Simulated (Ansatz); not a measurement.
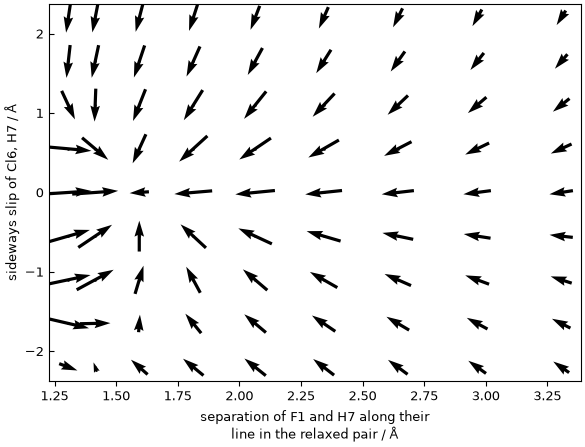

The pair BF₄···ClH, charge −1. First axis: separation of F1 and H7 along their line in the relaxed pair. Second axis: sideways slip of Cl6, H7. Nothing is relaxed (both partners rigid). The grid has 9 × 9 points. Points are written as (first, second). The calculation used Ansatz, RKS B3LYP-D4/def2-SVPD.

Drawn: dots at the grid points, arrows along the force (downhill), their lengths compressed.

Question: The arrows alone are given. Where is the energy lowest?

Answer: The arrows converge at about (1.551 Å, 0.01 Å) (read from the interpolated surface).

The energy map of the same scan:

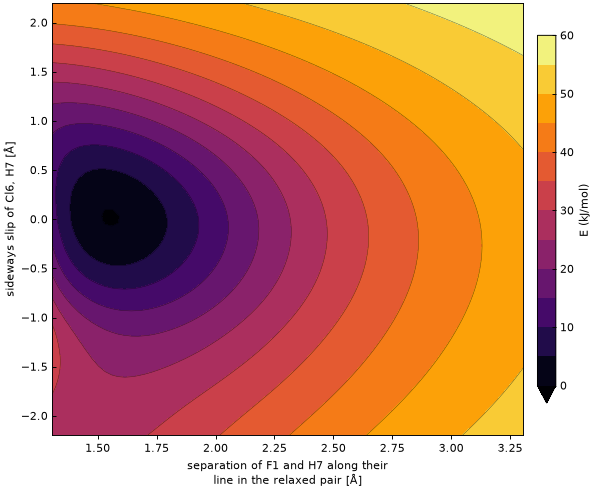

Energies are in kJ/mol, from the lowest grid point; between grid points the surface is interpolated.
